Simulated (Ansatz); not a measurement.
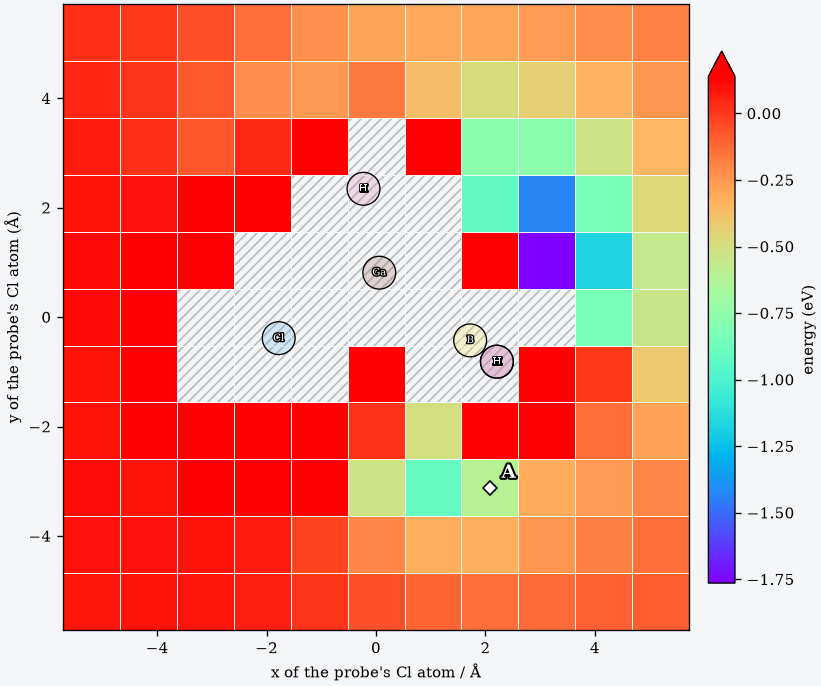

BClGaH₃ (SMILES [BH2][GaH][Cl]) with the probe Cl-. 
- The probe is moved over the molecule's main plane.
- First axis: x of the probe's Cl atom. Second axis: y of the probe's Cl atom.
- Nothing is relaxed (molecule and probe rigid).
- The scan uses an 11 × 11 grid. At 20 points there is no value (left out of the scan, as a rule where atoms come close).
- All energies are given in eV relative to molecule and probe far apart, each relaxed in its own basis (no counterpoise correction).
- Energies and slopes of some neighbouring points disagree (a jump in structure or state, or too coarse a mesh).
- Computed with Ansatz, RKS PBE0-D4/def2-SVPD.

The picture shows one coloured cell a grid point, labelled circles for the molecule's atoms, projected on the plane, one colour for all values above the top of the scale, hatched blanks where no value was computed, the point A.

Question: Is A at rest? If not, where is it pushed?

Answer: A, at x of the probe's Cl atom = 2.08 Å, y of the probe's Cl atom = −3.12 Å, is not a stationary point. The computed force is 0.44 eV/Å in the plane, pointing left in the picture (components −0.44 and −0.02 eV/Å).
